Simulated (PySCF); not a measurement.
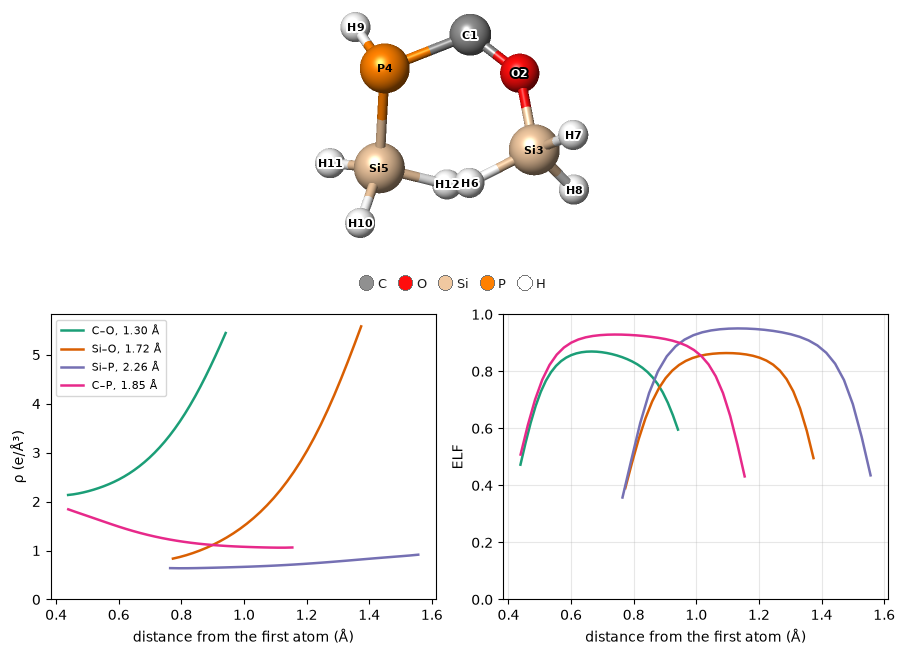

CH7OPSi2 (SMILES [SiH3]O[C]P[SiH3]). Total electron density and ELF along straight lines between neighbouring atoms. The curves leave out the atomic cores. The structure is drawn too.

Geometry: PBE0-D3(BJ)/def2-SVP.

These are results of PySCF, PBE0/pcSseg-2, SCF density, gas phase, non-relativistic, not measurements.

```
atom    x (Å)    y (Å)    z (Å)
   C  -0.3413  -0.0885   1.9800
   O  -1.1922   0.6152   1.2965
  Si  -1.2836   1.5355  -0.1510
   P   1.3250  -0.3632   1.2321
  Si   1.0366  -1.2364  -0.8368
   H   0.0336   1.5180  -0.8528
   H  -1.6328   2.9106   0.2862
   H  -2.3601   0.9330  -0.9756
   H   1.5956  -1.5598   1.9419
   H   1.6613  -0.3678  -1.8786
   H   1.6268  -2.6065  -0.8885
   H  -0.4306  -1.3181  -1.1365
```

Question: Compare the contacts.

Answer: C–O (1.30 Å): ρ at the midpoint is about 2.6 e/Å³; the ELF peaks at about 0.85 between the atoms; a short, strongly polar bond.
Si–O (1.72 Å): ρ is about 1 e/Å³ halfway; the ELF peaks at about 0.85 between the atoms (a polar covalent bond).
Si–P (2.26 Å): ρ at the midpoint is about 0.7 e/Å³; the ELF peaks at about 0.95 between the atoms: a covalent bond.
C–P (1.85 Å): the density is about 1.1 e/Å³ at the midpoint; the ELF peaks at about 0.95 between the atoms: a covalent bond.
